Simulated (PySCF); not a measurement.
Vertical excitations of a molecule C7H5NOS from TDA-ωB97X/def2-SVPD in PySCF, as energy in eV (oscillator strength): 4.66 (0.626), 5.36 (0.000), 6.05 (0.000), 6.07 (0.071), 6.55 (0.008), 6.66 (0.000). Lowest triplet (TDA): 2.88 eV. Coordinates come from a B3LYP-D3(BJ)/def2-SVP optimisation. One conformer was computed; it need not be the lowest.

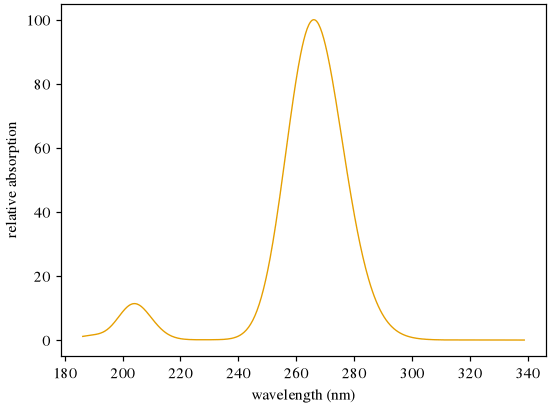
*The lines broadened by 0.4 eV.*

Question: Which structure fits?
(A) C#Cc1scnc1C(C)=O
(B) CC(=O)c1ccsc1C#N
(C) c1coc(-c2nccs2)c1
(D) C#Cc1ncsc1C(C)=O

Answer: C, c1coc(-c2nccs2)c1
